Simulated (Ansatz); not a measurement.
# GeH4NO: geometry optimisation from a Python script

What geometry does GeH4NO take? Aim: a geometry optimisation, for GeH4NO, run from a script. SMILES: [NH2][GeH2][O].

Program: the Python package of Ansatz 0.2.0. Level of theory: B3LYP/def2-SVP. These are calculated values, not measurements.

### 1 The system

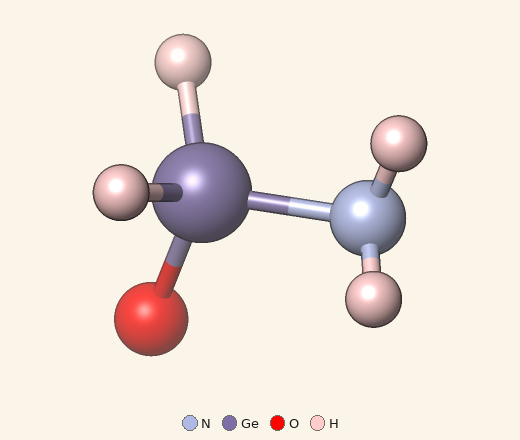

The starting structure, viewed from a chosen angle; nitrogen light blue, germanium purple, oxygen red, hydrogen pink.

The script holds or builds the structure itself.

### 2 The code

The input, opt_geh4no.py:

```python
"""Minimum-energy structure of GeH4NO."""

import warnings

import ansatz as az
import numpy as np
import pandas as pd

warnings.simplefilter("ignore", az.DeckWarning)

molecule = (
    az.Crystal.molecule()
    .atom("N", (-1.0998, 0.0644, -0.4104))
    .atom("Ge", (0.5008, -0.1262, 0.4074))
    .atom("O", (0.7531, -1.8642, 0.6848))
    .atom("H", (-1.0131, -0.3547, -1.3541))
    .atom("H", (-1.2447, 1.1243, -0.6307))
    .atom("H", (0.5135, 0.6502, 1.7591))
    .atom("H", (1.6514, 0.4382, -0.5018))
)

calculation = (
    molecule.calculation()
    .basis(gaussian="def2-SVP")
    .functional("B3LYP")
    .spin("collinear", total=1)
)
symbols = [site.symbol for site in molecule.cartesian_sites]
start = np.array([site.position_ang for site in molecule.cartesian_sites], dtype=float)
def progress(event):
    if event["event"] == "relax_step":
        row = event["data"]
        print(f"step {row['step']:3d}  E = {row['lagrangian_ev']:.6f} eV  max force {row['allowed_force_max_ev_ang']:.4f} eV/A")


data = calculation.relax(force_tolerance=0.01).session().plan().execute(on_event=progress).report
end = np.array(data["positions_ang"])

for key in ("converged", "free_energy_ev", "reference_energy_ev", "n_frozen", "n_occupied", "n_virtual"):
    print(f"{key:22s} {data[key]}")

print("final positions (A) and the move of each atom")
for symbol, xyz, old in zip(symbols, end, start):
    print(f"{symbol:2s} {xyz[0]:10.5f} {xyz[1]:10.5f} {xyz[2]:10.5f}   {np.linalg.norm(xyz - old):7.4f}")

charges = data["charge_distribution"]
table = pd.DataFrame({"atom": symbols, "mulliken": charges["mulliken_charges_e"], "lowdin": charges["lowdin_charges_e"]})
print(table.round(3).to_string())
print("dipole (e A):", np.round(charges["dipole_moment_e_ang"], 4) + 0.0)
```

### 3 Running it

Launch:

```bash
$ python opt_geh4no.py
```

The log of the run:

```text
step   1  E = -60109.837579 eV  max force 2.3235 eV/A
step   2  E = -60110.024683 eV  max force 0.8928 eV/A
step   3  E = -60110.061598 eV  max force 0.2578 eV/A
step   4  E = -60110.081921 eV  max force 0.3891 eV/A
step   5  E = -60110.084123 eV  max force 0.3347 eV/A
step   6  E = -60110.088575 eV  max force 0.0630 eV/A
step   7  E = -60110.088429 eV  max force 0.2909 eV/A
step   8  E = -60110.089671 eV  max force 0.0224 eV/A
step   9  E = -60110.089831 eV  max force 0.0164 eV/A
step  10  E = -60110.089867 eV  max force 0.0039 eV/A
converged              True
free_energy_ev         -60110.09008275825
reference_energy_ev    -60110.09008275825
n_frozen               0
n_occupied             [26, 25]
n_virtual              [54, 55]
final positions (A) and the move of each atom
N    -1.00584    0.11652   -0.54141    0.1694
Ge    0.55726   -0.09239    0.37057    0.0754
O     0.82165   -1.82686    0.78507    0.1271
H    -1.04846   -0.13389   -1.52464    0.2812
H    -1.56967    0.93736   -0.34271    0.4728
H     0.45334    0.76366    1.64657    0.1708
H     1.85293    0.16761   -0.43914    0.3432
  atom  mulliken  lowdin
0    N    -0.365   0.060
1   Ge     0.628   0.019
2    O    -0.329   0.014
3    H     0.124   0.009
4    H     0.124   0.010
5    H    -0.092  -0.057
6    H    -0.090  -0.054
dipole (e A): [-0.148   0.5624 -0.2662]
```

Wall time 69 s (1 thread of Arm Neoverse V2, shared host); peak memory 0.35 GiB.

Lines on the test bed's own set-up are left out of the output.

### 4 What the engine kept of the run

The report of the run holds:

```
             item         value
SCF cycles in all           202
         orbitals            80
total energy (eV)  -60110.09008
```

### 5 Path of the relaxation

The steps of the relaxation:

```
step  E - E(step 1) (eV)  largest force component (eV/Å)
   1              0.0000                          2.3235
   2             -0.1871                          0.8928
   3             -0.2240                          0.2578
   4             -0.2443                          0.3891
   5             -0.2465                          0.3347
   6             -0.2510                          0.0630
   7             -0.2509                          0.2909
   8             -0.2521                          0.0224
   9             -0.2523                          0.0164
  10             -0.2523                          0.0039
```

Step 1 is the start. Step 7 was tried and not accepted.

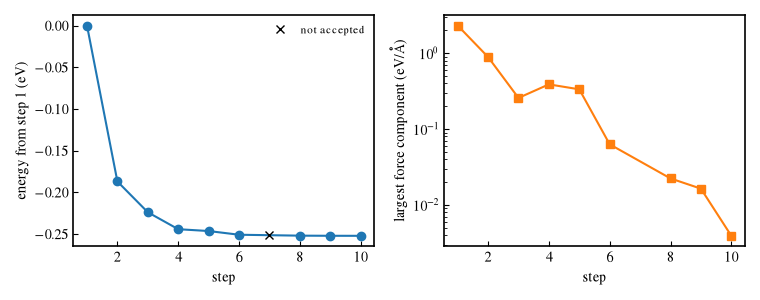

Energy and largest force along the relaxation.

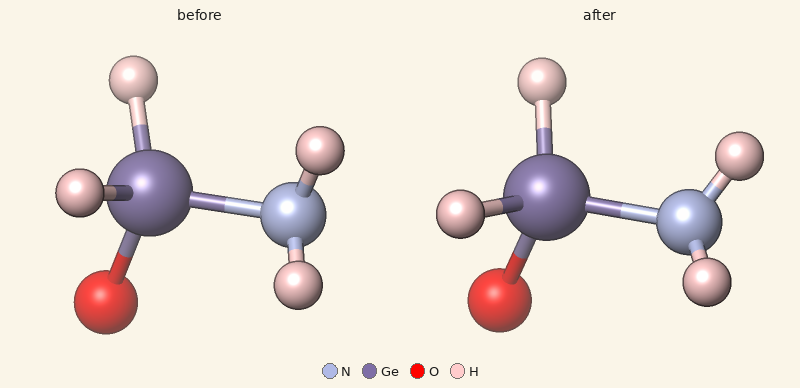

The structure before (left) and after (right) the relaxation, drawn at the same scale.

Before: Bond lengths: N1–Ge2 1.807 Å, Ge2–O3 1.778 Å, N1–H4 1.036 Å, N1–H5 1.092 Å, Ge2–H6 1.559 Å, Ge2–H7 1.571 Å. Angles: N1–Ge2–O3 107.4°, N1–Ge2–H6 110.3°, N1–Ge2–H7 110.4°, O3–Ge2–H6 110.5°, O3–Ge2–H7 109.7°, H6–Ge2–H7 108.5°, Ge2–N1–H4 107.2°, Ge2–N1–H5 108.1°, H4–N1–H5 102.7°.

After: Bond lengths: N1–Ge2 1.822 Å, Ge2–O3 1.803 Å, N1–H4 1.016 Å, N1–H5 1.015 Å, Ge2–H6 1.540 Å, Ge2–H7 1.550 Å. Angles: N1–Ge2–O3 110.6°, N1–Ge2–H6 107.0°, N1–Ge2–H7 115.9°, O3–Ge2–H6 110.7°, O3–Ge2–H7 99.1°, H6–Ge2–H7 113.3°, Ge2–N1–H4 119.5°, Ge2–N1–H5 118.1°, H4–N1–H5 111.4°.

### 6 Results

| quantity | value |
| --- | --- |
| total energy | -60110.0901 eV |
| dipole moment | 3.07 D |
| <S²> of the mean field (pure state) | 0.753 (0.75) |
| moves of the relaxation | 8 |
| energy gained | 0.252 eV |
| last largest force component | 0.0039 eV/Å |

**Reading.** The relaxation took 8 moves; the largest shift is 0.473 Å, of atom 5 (H). What to keep in mind:
- The end point is the stationary point reached from this start; no frequency run checks that it is a minimum, and the basis set is modest.
- The species is open-shell (spin multiplicity 2).
- The Löwdin charges here are taken after orthogonalising the functions within each atom; they differ from plain Löwdin charges, and their signs can be unphysical.
- b3lyp holds the VWN-RPA fit, as in Gaussian; the form of ORCA and Turbomole is b3lyp5.
